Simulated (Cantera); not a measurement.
Feed: 1 mol MgO, 3.8 mol CH₄, 0.079 mol CO, held at 89.0 mbar.

Equilibrium computed with Cantera from the NASA thermochemical tables; the gas is ideal and each condensed phase is pure. Candidate condensed phases: C, C₆H₆, C₇H₈, C₈H₁₈, H₂O, Mg, MgCO₃, MgO, Mg(OH)₂; 116 gas species. The tables' values for MgH are old estimates; treat these amounts as uncertain. The numbers say what is thermodynamically allowed, not how fast it happens.

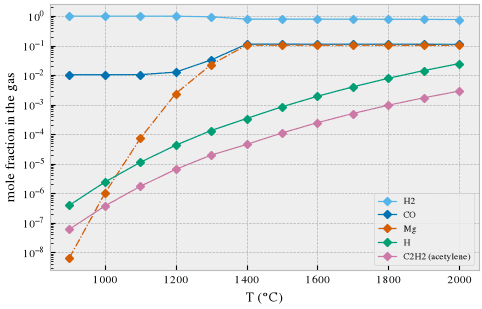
*Equilibrium gas composition (values under 1e-9 drawn at 1e-9)*

### Question
Read off the mole fractions at 1900 °C.

### Answer
H₂ about 0.77, CO about 0.11, Mg about 0.10, H about 0.014, C₂H₂ (acetylene) about 0.0017.
